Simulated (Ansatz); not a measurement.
Input

```
crystal:
  periodic: [false, false, false]
  atoms:
    - { symbol: O, position_ang: [-1.26869, 0.44154, 0.86699] }
    - { symbol: P, position_ang: [-0.10622, 0.03545, 0.07407] }
    - { symbol: O, position_ang: [1.23913, -0.17368, 0.89088] }
    - { symbol: O, position_ang: [0.32635, 1.05103, -1.06775] }
    - { symbol: O, position_ang: [-0.26209, -1.33718, -0.70828] }
    - { symbol: H, position_ang: [1.30115, 0.48509, 1.57889] }
    - { symbol: H, position_ang: [-0.45439, 1.44319, -1.45417] }
    - { symbol: H, position_ang: [-0.77524, -1.94544, -0.18063] }
basis:
  gaussian:
    orbitals: def2-SVPD
hamiltonian:
  xc: hf
output:
  orbitals: {}
  forces: true
```

Not at a stationary point (largest force 0.7 eV/Å).

Theory: SCF hf, Gaussian basis (Ansatz).

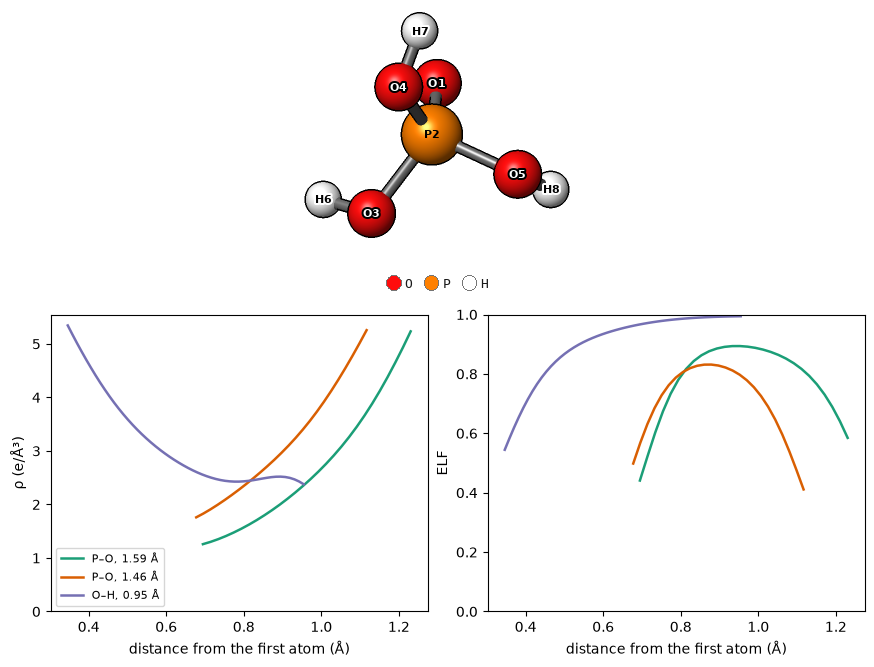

H₃O₄P. Electron density and ELF along straight lines between neighbouring atoms. The curves leave out the atomic cores. The structure is drawn too.

### What can be read from the curves?

P–O (1.59 Å): ρ is about 1.5 e/Å³ halfway; the ELF peaks at about 0.90 between the atoms: a polar covalent bond.
P–O (1.46 Å): ρ is about 2 e/Å³ halfway; the ELF peaks at about 0.85 between the atoms, as expected for a shared but strongly polarised pair.
O–H (0.95 Å): the density is about 3.8 e/Å³ at the midpoint; the ELF climbs to about 1 towards the hydrogen, as it does in any bond to H; a covalent bond by its length.
